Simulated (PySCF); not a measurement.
# C2H6FPSi: NMR shifts at several levels of theory, part 2 of 2

PySCF 2.14.0. Atoms count from 0. The steps go on from the part before.

## 9. NMR shieldings: PBE0/aug-cc-pVDZ

The job: settings as JSON, then the geometry in Å.

```
{"job": {"kind": "nmr", "xc": "PBE0", "basis": "aug-cc-pVDZ", "pop": true}, "charge": 0, "multiplicity": 1}
F      0.250901     1.730089    -1.020433
C     -0.717278     0.814927    -0.714464
C     -0.879473     0.512199     0.765386
Si    -0.212422    -0.933406    -0.225871
P      1.991853    -1.362583    -0.263259
H     -1.636393     1.006996    -1.283764
H     -0.164846     1.030754     1.415549
H     -1.899487     0.506018     1.166416
H     -1.131756    -2.054044    -0.550129
H      2.272283     0.024118    -0.461454
H      2.163616    -1.300083     1.153831
```

With the program's defaults for keys left out, this is: GIAO PBE0/aug-cc-pVDZ NMR shielding, non-relativistic, gas phase.

The log of the run:

```text
coarse grid: 10232 points
cycle   1  E = -809.9869139444  dE =  4.562e-01  |g| = 4.350e-01  |ddm| = 6.814e+00
cycle   2  E = -809.9528984230  dE =  3.402e-02  |g| = 6.093e-01  |ddm| = 1.639e+00
cycle   3  E = -810.0277687469  dE = -7.487e-02  |g| = 4.938e-02  |ddm| = 8.894e-01
cycle   4  E = -810.0282184120  dE = -4.497e-04  |g| = 2.096e-02  |ddm| = 1.249e-01
cycle   5  E = -810.0283280771  dE = -1.097e-04  |g| = 5.685e-03  |ddm| = 4.943e-02
cycle   6  E = -810.0283356515  dE = -7.574e-06  |g| = 1.522e-03  |ddm| = 1.251e-02
final grid: 90104 points
cycle   7  E = -810.0413629555  dE = -1.329e-05  |g| = 8.097e-03  |ddm| = 1.078e-01
cycle   8  E = -810.0413385243  dE =  2.443e-05  |g| = 1.264e-02  |ddm| = 3.937e-02
cycle   9  E = -810.0413805134  dE = -4.199e-05  |g| = 5.280e-04  |ddm| = 2.337e-02
cycle  10  E = -810.0413805815  dE = -6.811e-08  |g| = 1.967e-04  |ddm| = 1.539e-03
cycle  11  E = -810.0413805907  dE = -9.265e-09  |g| = 4.682e-05  |ddm| = 4.130e-04
cycle  12  E = -810.0413805913  dE = -5.434e-10  |g| = 1.765e-05  |ddm| = 1.224e-04
converged SCF energy = -810.0413805913

GIAO shielding tensors (ppm)
atom      isotropic    diamagn.    paramagn.     s11        s22        s33       span
  0 F      428.099     473.207     -45.109    388.636    419.564    476.096     87.461
  1 C      123.879     210.196     -86.317     66.174    101.569    203.895    137.721
  2 C      185.279     206.010     -20.731    162.693    184.711    208.434     45.741
  3 Si     526.914     884.998    -358.084    417.863    454.948    707.931    290.068
  4 P      657.089     966.645    -309.556    626.671    654.439    690.157     63.485
  5 H       26.200      33.112      -6.912     21.944     26.098     30.558      8.614
  6 H       30.514      31.100      -0.586     26.155     28.640     36.746     10.591
  7 H       30.144      34.970      -4.827     25.271     25.814     39.346     14.075
  8 H       28.147      25.285       2.862     22.121     25.540     36.780     14.660
  9 H       29.565      28.607       0.958     23.484     28.971     36.240     12.756
 10 H       29.627      26.558       3.069     24.019     27.179     37.684     13.665
```

It took 33 s on 1 thread of Arm Neoverse N1, shared host; peak memory 0.82 GiB.

In short: δ C1 71.2, C2 9.8, F0 -234.0, Si3 -110.2, H5 5.19, H8 3.25 ppm.

## 10. NMR shieldings: PBE0/IGLO-III

The job, as its differences from that of step 9:

```diff
@@ -1,2 +1,2 @@
-{"job": {"kind": "nmr", "xc": "PBE0", "basis": "aug-cc-pVDZ", "pop": true}, "charge": 0, "multiplicity": 1}
+{"job": {"kind": "nmr", "xc": "PBE0", "basis": "IGLO-III", "pop": true}, "charge": 0, "multiplicity": 1}
 F      0.250901     1.730089    -1.020433
```

Level: GIAO PBE0/IGLO-III NMR shielding, non-relativistic, gas phase.

The log of the run:

```text
coarse grid: 10232 points
cycle   1  E = -810.0583445522  dE =  3.831e-01  |g| = 5.175e-01  |ddm| = 2.487e+00
cycle   2  E = -810.0166439044  dE =  4.170e-02  |g| = 7.052e-01  |ddm| = 7.606e-01
cycle   3  E = -810.1047914794  dE = -8.815e-02  |g| = 6.913e-02  |ddm| = 4.913e-01
cycle   4  E = -810.1054874178  dE = -6.959e-04  |g| = 2.735e-02  |ddm| = 7.108e-02
cycle   5  E = -810.1056484023  dE = -1.610e-04  |g| = 7.348e-03  |ddm| = 2.582e-02
cycle   6  E = -810.1056593614  dE = -1.096e-05  |g| = 2.366e-03  |ddm| = 6.468e-03
cycle   7  E = -810.1056607852  dE = -1.424e-06  |g| = 4.446e-04  |ddm| = 2.957e-03
final grid: 90104 points
cycle   8  E = -810.1152920600  dE = -7.528e-05  |g| = 6.565e-03  |ddm| = 4.433e-02
cycle   9  E = -810.1152813501  dE =  1.071e-05  |g| = 9.036e-03  |ddm| = 1.040e-02
cycle  10  E = -810.1153003843  dE = -1.903e-05  |g| = 9.725e-04  |ddm| = 6.823e-03
cycle  11  E = -810.1153005620  dE = -1.777e-07  |g| = 2.504e-04  |ddm| = 7.566e-04
cycle  12  E = -810.1153005702  dE = -8.219e-09  |g| = 1.091e-04  |ddm| = 2.458e-04
cycle  13  E = -810.1153005727  dE = -2.508e-09  |g| = 1.821e-05  |ddm| = 9.621e-05
cycle  14  E = -810.1153005728  dE = -7.890e-11  |g| = 4.054e-06  |ddm| = 1.861e-05
converged SCF energy = -810.1153005728

GIAO shielding tensors (ppm)
atom      isotropic    diamagn.    paramagn.     s11        s22        s33       span
  0 F      424.165     468.246     -44.081    380.773    414.505    477.217     96.444
  1 C      107.266     241.754    -134.488     45.423     82.398    193.978    148.555
  2 C      173.607     254.404     -80.797    149.628    171.955    199.238     49.609
  3 Si     465.090     889.949    -424.859    338.690    382.644    673.936    335.246
  4 P      612.680     971.011    -358.331    569.764    613.930    654.347     84.583
  5 H       26.211      29.111      -2.900     22.163     26.035     30.434      8.271
  6 H       30.439      31.293      -0.854     26.079     28.517     36.723     10.644
  7 H       30.117      30.329      -0.213     25.233     25.861     39.257     14.024
  8 H       28.174      29.506      -1.332     22.356     25.583     36.582     14.226
  9 H       29.478      30.787      -1.310     23.477     28.866     36.090     12.612
 10 H       29.549      30.289      -0.740     24.041     27.125     37.480     13.438
```

Wall time 53 s (1 thread of Arm Neoverse N1, shared host); peak memory 0.99 GiB.

This run: δ C1 76.5, C2 10.2, F0 -249.5, Si3 -119.7, H5 5.16, H8 3.20 ppm.

## 11. Nuclear shieldings: PBE0/pcSseg-0

The job, as its differences from that of step 10:

```diff
@@ -1,2 +1,2 @@
-{"job": {"kind": "nmr", "xc": "PBE0", "basis": "IGLO-III", "pop": true}, "charge": 0, "multiplicity": 1}
+{"job": {"kind": "nmr", "xc": "PBE0", "basis": "pcSseg-0", "pop": true}, "charge": 0, "multiplicity": 1}
 F      0.250901     1.730089    -1.020433
```

With the program's defaults for keys left out, this is: GIAO PBE0/pcSseg-0 NMR shielding, non-relativistic, gas phase.

The log of the run:

```text
coarse grid: 10232 points
cycle   1  E = -808.7606114975  dE =  3.949e-01  |g| = 4.329e-01  |ddm| = 3.667e+00
cycle   2  E = -808.7384302034  dE =  2.218e-02  |g| = 5.935e-01  |ddm| = 1.246e+00
cycle   3  E = -808.8023720258  dE = -6.394e-02  |g| = 2.877e-02  |ddm| = 6.625e-01
cycle   4  E = -808.8024963298  dE = -1.243e-04  |g| = 1.963e-02  |ddm| = 7.280e-02
cycle   5  E = -808.8025884058  dE = -9.208e-05  |g| = 3.398e-03  |ddm| = 2.962e-02
cycle   6  E = -808.8025914748  dE = -3.069e-06  |g| = 1.483e-03  |ddm| = 1.047e-02
final grid: 90104 points
cycle   7  E = -808.8437282062  dE = -1.030e-05  |g| = 5.663e-03  |ddm| = 2.268e-02
cycle   8  E = -808.8437200863  dE =  8.120e-06  |g| = 7.608e-03  |ddm| = 2.382e-02
cycle   9  E = -808.8437373964  dE = -1.731e-05  |g| = 6.023e-04  |ddm| = 1.514e-02
cycle  10  E = -808.8437374782  dE = -8.180e-08  |g| = 1.133e-04  |ddm| = 9.696e-04
cycle  11  E = -808.8437374808  dE = -2.608e-09  |g| = 3.679e-05  |ddm| = 2.695e-04
cycle  12  E = -808.8437374812  dE = -3.520e-10  |g| = 1.032e-05  |ddm| = 7.425e-05
converged SCF energy = -808.8437374812

GIAO shielding tensors (ppm)
atom      isotropic    diamagn.    paramagn.     s11        s22        s33       span
  0 F      461.062     470.041      -8.979    414.235    445.299    523.653    109.418
  1 C      119.895     256.310    -136.414     61.808     95.433    202.445    140.637
  2 C      183.410     261.144     -77.734    156.607    184.552    209.070     52.463
  3 Si     484.996     878.518    -393.522    360.730    401.792    692.467    331.737
  4 P      673.704     964.520    -290.816    619.721    677.856    723.536    103.815
  5 H       27.881      30.937      -3.056     22.889     27.104     33.651     10.762
  6 H       31.744      31.192       0.552     27.307     29.080     38.845     11.538
  7 H       31.236      32.080      -0.844     25.975     26.445     41.290     15.315
  8 H       29.729      28.386       1.342     23.863     26.931     38.392     14.529
  9 H       30.914      28.425       2.490     23.993     30.019     38.731     14.738
 10 H       31.353      29.030       2.322     25.929     28.040     40.089     14.161
```

Run time: 9.1 s. Hardware: 1 thread of Arm Neoverse N1, shared host; peak memory 0.41 GiB.

Key values: δ C1 73.6, C2 10.1, F0 -282.7, Si3 -136.5, H5 4.95, H8 3.10 ppm.

## 12. Side by side: NMR shifts

Shifts (ppm) of some atoms, chosen among heavy atoms and hydrogens apart, with basis size and wall time:

```csv
run,C1,C2,H5,H7,F0,Si3,P4,functions,time
PBE0/6-31G*,69.1,9.7,5.18,1.20,-231.2,-90.7,-257.8,90,14 s
"PBE0/6-311+G(2d,p)",74.1,10.1,5.12,1.21,-249.4,-118.5,-310.8,187,33 s
PBE0/def2-SVP,69.4,8.6,4.77,0.99,-223.2,-105.0,-272.5,108,15 s
PBE0/def2-TZVP,74.9,9.7,5.15,1.23,-246.0,-123.7,-315.7,203,40 s
PBE0/cc-pVDZ,70.6,10.1,4.97,1.11,-227.9,-106.1,-266.2,108,16 s
PBE0/cc-pVTZ,74.1,9.6,5.12,1.22,-242.7,-119.6,-303.7,242,52 s
PBE0/aug-cc-pVDZ,71.2,9.8,5.19,1.25,-234.0,-110.2,-285.0,177,33 s
PBE0/IGLO-III,76.5,10.2,5.16,1.26,-249.5,-119.7,-305.9,253,53 s
PBE0/pcSseg-0,73.6,10.1,4.95,1.60,-282.7,-136.5,-392.3,65,9.1 s
```

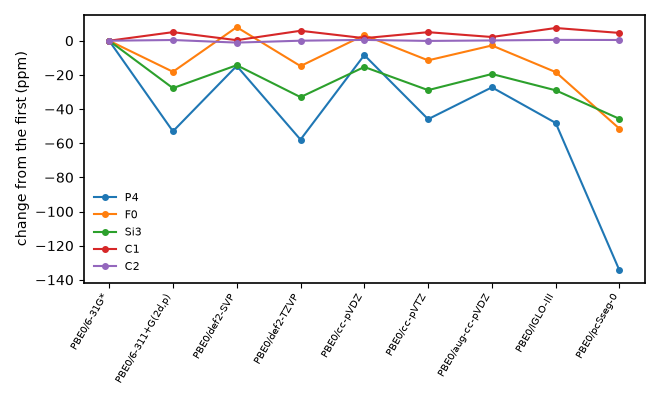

How five of the tabulated atoms move from run to run.

## 13. Results

The summary covers parts 1 to 2.

```
                                                            quantity                             value
                                                         point group                                C1
                                rotational constants (main isotopes)              4.89, 2.02, 1.64 GHz
                                13C shifts against TMS (PBE0/6-31G*)                     69.1, 9.7 ppm
1H shifts against TMS (PBE0/6-31G*, means over atoms taken as alike)  5.18, 3.18, 1.86, 1.20, 0.98 ppm
                              19F shifts against CFCl3 (PBE0/6-31G*)                        -231.2 ppm
                               29Si shifts against TMS (PBE0/6-31G*)                         -90.7 ppm
                              31P shifts against H3PO4 (PBE0/6-31G*)                        -257.8 ppm
                                            range of the shift of P4              -392.3 to -257.8 ppm
```

In words: Single values in the summary come from the first run of each kind that ended normally (PBE0/6-31G*), which need not be the best level. Relaxing lowered the energy by 0.167 eV in 5 steps; the close pair that moved most is Si3–P4, from 2.190 to 2.246 Å. At PBE0/6-31G*: The widest tensor belongs to Si3: span 311 ppm, with a paramagnetic part of -375 ppm. Across the 9 runs the shift of P4 moves most, between -392.3 (PBE0/pcSseg-0) and -257.8 ppm (PBE0/6-31G*). Most of that comes from the computed reference, not from the atom's own shielding.
